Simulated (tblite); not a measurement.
## Geometry relaxation of C5H13NSi3 (part 4 of 4)

C5H13NSi3; GFN2-xTB geometry optimisation, gas phase (tblite 0.8.0). It belongs to a series of runs on one base structure; here: constitutional isomer.

Geometry of the input (Å):
```
N  -4.6792  0.8900  -0.5980
C  -3.5879  0.7608  -0.2422
C  -2.2062  0.5590  0.2178
C  -1.9382  -0.8751  0.4768
C  -0.8992  -0.9039  -0.6104
Si 0.7664  -1.3871  -0.0461
Si 1.9405  0.1797  0.9896
Si 3.5632  1.0584  -0.2814
C  -1.1757  0.5249  -0.8990
H  -1.9541  1.2159  1.0780
H  -2.7903  -1.5314  0.2491
H  -1.4852  -1.0100  1.4911
H  -1.2400  -1.5944  -1.4293
H  0.6223  -2.5149  0.8968
H  1.5443  -1.9254  -1.1794
H  1.1082  1.2222  1.6136
H  2.6607  -0.5029  2.0972
H  3.9276  2.3463  0.3338
H  4.7872  0.2449  -0.2466
H  3.0960  1.3328  -1.6338
H  -0.3667  1.2595  -0.7932
H  -1.7043  0.6701  -1.8708
```

Trajectory as extended XYZ, continued
```
22
Properties=species:S:1:pos:R:3:forces:R:3 step=242 energy=-690.21831
N    -3.5932    2.1753   -0.5872   -0.0190   0.0090  -0.0040
C    -2.6604    1.5525   -0.3608    0.0200  -0.0100   0.0010
C    -1.5122    0.7354   -0.1004    0.0030   0.0060  -0.0060
C    -1.7999   -0.6325    0.5541    0.0020   0.0100   0.0010
C    -0.9478   -1.3146   -0.5300    0.0060   0.0040  -0.0090
Si    0.7604   -1.9216    0.0630    0.0140  -0.0060   0.0020
Si    1.9262   -0.2534    1.1852   -0.0070  -0.0040   0.0110
Si    2.5537    1.6504    0.0182    0.0050   0.0010  -0.0120
C    -0.9242    0.0024   -1.3247   -0.0060   0.0000  -0.0100
H    -0.7679    1.3225    0.4437   -0.0010  -0.0060   0.0090
H    -2.8553   -0.9011    0.5101    0.0010   0.0070   0.0060
H    -1.4564   -0.7308    1.5828   -0.0050  -0.0100   0.0040
H    -1.4757   -2.1167   -1.0474   -0.0020  -0.0030  -0.0030
H     0.4800   -3.1203    0.8666    0.0060  -0.0030   0.0000
H     1.4582   -2.3807   -1.1473   -0.0010   0.0050  -0.0020
H     1.1471    0.1530    2.3716   -0.0050   0.0050   0.0060
H     3.1240   -0.8760    1.7716   -0.0010   0.0010   0.0020
H     3.2707    2.6295    0.8351    0.0120  -0.0050   0.0060
H     3.4186    1.3117   -1.1147   -0.0080  -0.0010  -0.0040
H     1.4000    2.3645   -0.5420   -0.0030   0.0020  -0.0020
H     0.0496    0.3610   -1.6584   -0.0040   0.0030   0.0110
H    -1.6057    0.0089   -2.1753   -0.0060  -0.0060  -0.0080
22
Properties=species:S:1:pos:R:3:forces:R:3 step=250 energy=-690.21874
N    -3.5984    2.1699   -0.5879    0.0050  -0.0070   0.0070
C    -2.6647    1.5488   -0.3587    0.0030   0.0000  -0.0090
C    -1.5147    0.7337   -0.0993   -0.0040   0.0060   0.0050
C    -1.7983   -0.6344    0.5566   -0.0030   0.0060   0.0080
C    -0.9499   -1.3163   -0.5306    0.0080   0.0020   0.0020
Si    0.7621   -1.9196    0.0568    0.0060  -0.0090   0.0030
Si    1.9184   -0.2486    1.1850    0.0020  -0.0050   0.0000
Si    2.5642    1.6485    0.0170    0.0140   0.0040  -0.0100
C    -0.9290    0.0011   -1.3251   -0.0030   0.0030  -0.0020
H    -0.7710    1.3217    0.4452   -0.0010  -0.0040  -0.0090
H    -2.8542   -0.9014    0.5206   -0.0060  -0.0080  -0.0100
H    -1.4502   -0.7335    1.5838    0.0020  -0.0010   0.0020
H    -1.4777   -2.1190   -1.0474   -0.0050   0.0020   0.0040
H     0.4949   -3.1208    0.8619   -0.0010   0.0030  -0.0100
H     1.4528   -2.3734   -1.1597    0.0060   0.0090   0.0060
H     1.1259    0.1668    2.3596   -0.0050   0.0020   0.0050
H     3.1083   -0.8686    1.7898   -0.0030   0.0000   0.0010
H     3.2941    2.6135    0.8399    0.0000  -0.0010  -0.0020
H     3.4275    1.3098   -1.1175   -0.0140  -0.0090   0.0010
H     1.4168    2.3736   -0.5422    0.0010   0.0050   0.0050
H     0.0437    0.3617   -1.6588    0.0040  -0.0010   0.0020
H    -1.6111    0.0060   -2.1754   -0.0050   0.0020   0.0010
22
Properties=species:S:1:pos:R:3:forces:R:3 step=258 energy=-690.21942
N    -3.6210    2.1387   -0.5996   -0.0250   0.0200  -0.0020
C    -2.6786    1.5344   -0.3633    0.0040  -0.0040   0.0010
C    -1.5202    0.7352   -0.0961   -0.0040   0.0040   0.0100
C    -1.7938   -0.6350    0.5598    0.0070   0.0050   0.0130
C    -0.9449   -1.3105   -0.5308   -0.0040  -0.0110  -0.0030
Si    0.7649   -1.9223    0.0536    0.0030   0.0080   0.0000
Si    1.9092   -0.2442    1.1838    0.0150  -0.0120   0.0140
Si    2.5731    1.6447    0.0099    0.0130  -0.0130   0.0260
C    -0.9221    0.0100   -1.3201   -0.0030   0.0010   0.0060
H    -0.7855    1.3315    0.4510   -0.0030   0.0010  -0.0030
H    -2.8474   -0.9130    0.5299    0.0030   0.0140  -0.0140
H    -1.4390   -0.7325    1.5846    0.0020   0.0030   0.0120
H    -1.4801   -2.1071   -1.0479    0.0100  -0.0240  -0.0280
H     0.4930   -3.1265    0.8516    0.0010  -0.0020  -0.0010
H     1.4599   -2.3726   -1.1616    0.0030   0.0100   0.0030
H     1.1016    0.1803    2.3452   -0.0030   0.0050  -0.0010
H     3.0878   -0.8625    1.8142   -0.0090   0.0080  -0.0110
H     3.3447    2.5815    0.8281    0.0030  -0.0040  -0.0160
H     3.3982    1.2908   -1.1477   -0.0070  -0.0040  -0.0020
H     1.4318    2.4039   -0.5131   -0.0120   0.0080  -0.0040
H     0.0530    0.3769   -1.6401    0.0030  -0.0090  -0.0060
H    -1.5953    0.0177   -2.1777    0.0030  -0.0020   0.0080
22
Properties=species:S:1:pos:R:3:forces:R:3 step=266 energy=-690.22105
N    -3.6481    2.1142   -0.5964    0.0010   0.0090  -0.0010
C    -2.6997    1.5198   -0.3579   -0.0060  -0.0080   0.0230
C    -1.5352    0.7302   -0.0854    0.0190   0.0000  -0.0290
C    -1.8001   -0.6484    0.5563   -0.0170   0.0160  -0.0140
C    -0.9376   -1.3090   -0.5344   -0.0300   0.0100   0.0150
Si    0.7743   -1.9083    0.0570   -0.0040   0.0170  -0.0240
Si    1.8992   -0.2272    1.1994    0.0460  -0.0290   0.0150
Si    2.5998    1.6318    0.0002    0.0030   0.0290   0.0050
C    -0.9247    0.0189   -1.3118    0.0140  -0.0180  -0.0030
H    -0.8091    1.3302    0.4686   -0.0010   0.0020   0.0020
H    -2.8518   -0.9285    0.5072   -0.0140  -0.0200   0.0110
H    -1.4592   -0.7514    1.5855    0.0080  -0.0060  -0.0090
H    -1.4599   -2.1093   -1.0614    0.0160   0.0150  -0.0040
H     0.4994   -3.1253    0.8316    0.0120  -0.0210   0.0210
H     1.4883   -2.3338   -1.1562   -0.0040   0.0010  -0.0020
H     1.0623    0.2179    2.3294   -0.0150   0.0200   0.0270
H     3.0570   -0.8437    1.8723   -0.0290   0.0220  -0.0260
H     3.4534    2.5347    0.7761   -0.0080  -0.0240  -0.0220
H     3.3513    1.2365   -1.1947   -0.0100  -0.0010   0.0100
H     1.4747    2.4486   -0.4747    0.0060  -0.0220   0.0120
H     0.0494    0.3937   -1.6246    0.0100   0.0120  -0.0110
H    -1.5940    0.0277   -2.1723    0.0030  -0.0040   0.0040
22
Properties=species:S:1:pos:R:3:forces:R:3 step=274 energy=-690.22434
N    -3.6276    2.1319   -0.5897    0.0240  -0.0080   0.0000
C    -2.6829    1.5275   -0.3604   -0.0150   0.0150  -0.0020
C    -1.5253    0.7262   -0.0926   -0.0100  -0.0070   0.0130
C    -1.8101   -0.6555    0.5332    0.0160  -0.0340  -0.0120
C    -0.9236   -1.3093   -0.5417    0.0070  -0.0030  -0.0170
Si    0.7833   -1.9008    0.0772    0.0070   0.0190  -0.0220
Si    1.8902   -0.2152    1.2319    0.0150  -0.0220  -0.0070
Si    2.5703    1.6270   -0.0020   -0.0140  -0.0140   0.0020
C    -0.9041    0.0207   -1.3164   -0.0090  -0.0100   0.0110
H    -0.8012    1.3114    0.4784    0.0100   0.0160   0.0050
H    -2.8607   -0.9362    0.4591    0.0000   0.0030   0.0030
H    -1.4907   -0.7705    1.5678    0.0010   0.0070   0.0090
H    -1.4275   -2.1116   -1.0831    0.0000   0.0040   0.0050
H     0.5159   -3.1231    0.8464   -0.0070  -0.0110   0.0120
H     1.5201   -2.3185   -1.1265   -0.0200   0.0080   0.0100
H     1.0503    0.2329    2.3581   -0.0170   0.0150   0.0240
H     3.0546   -0.8111    1.9071   -0.0120  -0.0040  -0.0100
H     3.5719    2.4440    0.6827   -0.0020   0.0090  -0.0210
H     3.1414    1.2048   -1.2845    0.0070   0.0090   0.0020
H     1.4490    2.5161   -0.3287    0.0100   0.0070   0.0100
H     0.0708    0.3966   -1.6267   -0.0110   0.0130   0.0040
H    -1.5746    0.0319   -2.1757    0.0190  -0.0140  -0.0190
22
Properties=species:S:1:pos:R:3:forces:R:3 step=282 energy=-690.22581
N    -3.6071    2.1411   -0.6139    0.0110  -0.0050   0.0080
C    -2.6719    1.5289   -0.3676   -0.0230   0.0130  -0.0150
C    -1.5216    0.7222   -0.0875   -0.0020  -0.0020   0.0020
C    -1.8123   -0.6657    0.5217    0.0000  -0.0050  -0.0070
C    -0.9128   -1.3081   -0.5488    0.0040   0.0020  -0.0020
Si    0.7808   -1.9075    0.0939    0.0080   0.0130   0.0020
Si    1.8908   -0.2175    1.2401    0.0050  -0.0010  -0.0110
Si    2.5408    1.6261   -0.0091    0.0000   0.0090  -0.0030
C    -0.8805    0.0298   -1.3087    0.0030  -0.0040   0.0050
H    -0.8058    1.3032    0.4990    0.0040   0.0050   0.0000
H    -2.8618   -0.9463    0.4340    0.0010   0.0010   0.0060
H    -1.5032   -0.7870    1.5590   -0.0060  -0.0040  -0.0030
H    -1.4102   -2.1033   -1.1061   -0.0010   0.0020   0.0050
H     0.4911   -3.1156    0.8786    0.0010  -0.0070   0.0010
H     1.5201   -2.3438   -1.1000    0.0030  -0.0050   0.0010
H     1.0651    0.2311    2.3785   -0.0050   0.0000   0.0030
H     3.0686   -0.8064    1.8959   -0.0040  -0.0090   0.0010
H     3.5995    2.4194    0.6159   -0.0040  -0.0060  -0.0090
H     3.0289    1.2117   -1.3292   -0.0070   0.0090   0.0130
H     1.4227    2.5459   -0.2527    0.0110  -0.0030  -0.0010
H     0.0982    0.4143   -1.5951    0.0090  -0.0060   0.0000
H    -1.5299    0.0469   -2.1842   -0.0060   0.0030   0.0060
22
Properties=species:S:1:pos:R:3:forces:R:3 step=290 energy=-690.22616
N    -3.6089    2.1401   -0.6201   -0.0010  -0.0020  -0.0020
C    -2.6748    1.5262   -0.3742   -0.0010   0.0030   0.0010
C    -1.5244    0.7207   -0.0893   -0.0010   0.0040   0.0000
C    -1.8155   -0.6684    0.5175    0.0000   0.0030   0.0000
C    -0.9104   -1.3084   -0.5494    0.0040  -0.0010  -0.0020
Si    0.7812   -1.9071    0.0995    0.0080   0.0010   0.0010
Si    1.8926   -0.2149    1.2411    0.0080  -0.0030  -0.0040
Si    2.5400    1.6305   -0.0083    0.0030   0.0010   0.0000
C    -0.8752    0.0304   -1.3075   -0.0020  -0.0020   0.0030
H    -0.8134    1.3035    0.5014    0.0030   0.0010  -0.0010
H    -2.8643   -0.9504    0.4269   -0.0030  -0.0010  -0.0040
H    -1.5110   -0.7907    1.5559    0.0020   0.0010   0.0030
H    -1.4046   -2.1037   -1.1090   -0.0020  -0.0010  -0.0020
H     0.4899   -3.1141    0.8858   -0.0030   0.0000   0.0040
H     1.5219   -2.3534   -1.0898    0.0030   0.0020  -0.0030
H     1.0675    0.2342    2.3798   -0.0040   0.0000   0.0020
H     3.0678   -0.8103    1.8971   -0.0070   0.0030  -0.0050
H     3.6359    2.3967    0.5854   -0.0070  -0.0060  -0.0010
H     2.9770    1.2207   -1.3473   -0.0050   0.0040   0.0040
H     1.4332    2.5739   -0.2074    0.0060  -0.0030   0.0000
H     0.1053    0.4150   -1.5881    0.0000  -0.0020   0.0020
H    -1.5202    0.0490   -2.1863   -0.0010  -0.0020   0.0040
```

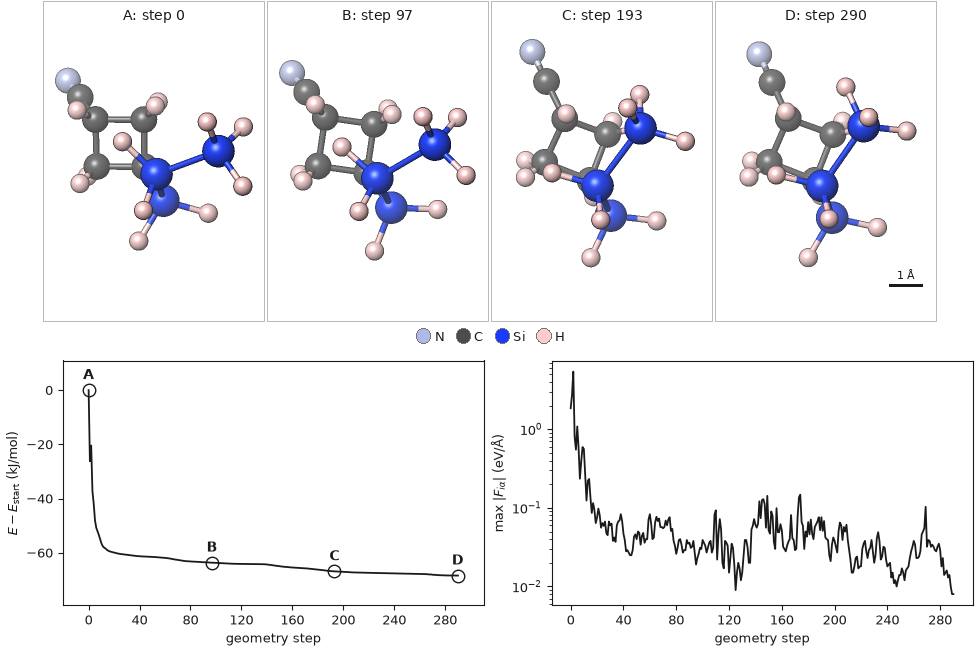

Fig. 1: Frames of the relaxation (ball-and-stick view, seen at a tilt) above the curves, on which the letters mark them (steps are counted from 0).

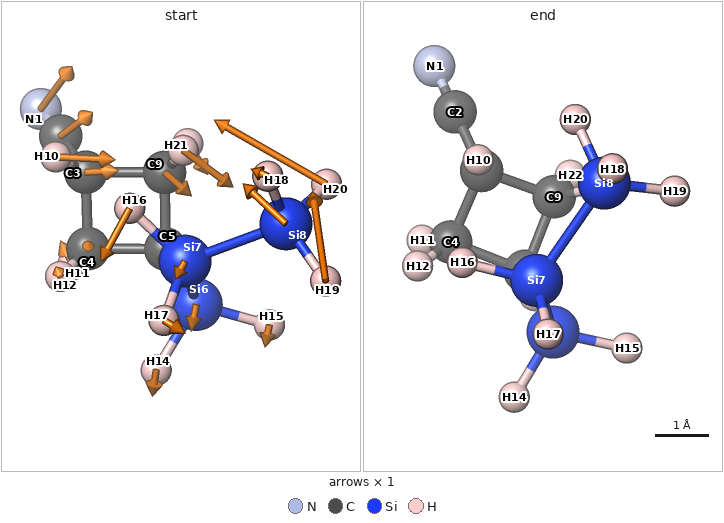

Fig. 2: Before (left) and after (right) the relaxation, at one scale (ball-and-stick view, seen at a tilt). The orange arrows give the displacements, at true length. After 290 geometry steps the energy has fallen by 68.4 kJ/mol. The largest force component goes from 1.8 to 0.008 eV/Å. The largest move after the best rigid fit is that of H20, 2.50 Å. By element the largest moves are H 2.50 Å, N 1.58 Å, Si 1.22 Å, C 1.16 Å. Distances before and after: Si6–Si7 2.215 → 2.324 Å, C5–Si6 1.824 → 1.908 Å, Si7–Si8 2.241 → 2.321 Å, C3–C4 1.482 → 1.544 Å. Among the angles that change: Si7–Si6–H14 107.1° → 115.5°, Si7–Si8–H18 106.6° → 114.0°, H19–Si8–H20 113.2° → 106.3°. (Atoms are counted from 1 in the order of the input.)

Summary

| quantity | value |
| --- | --- |
| outcome | converged |
| total energy | −690.2262 eV |
| wall time | 2.7 s |
| peak memory | 0.18 GiB |
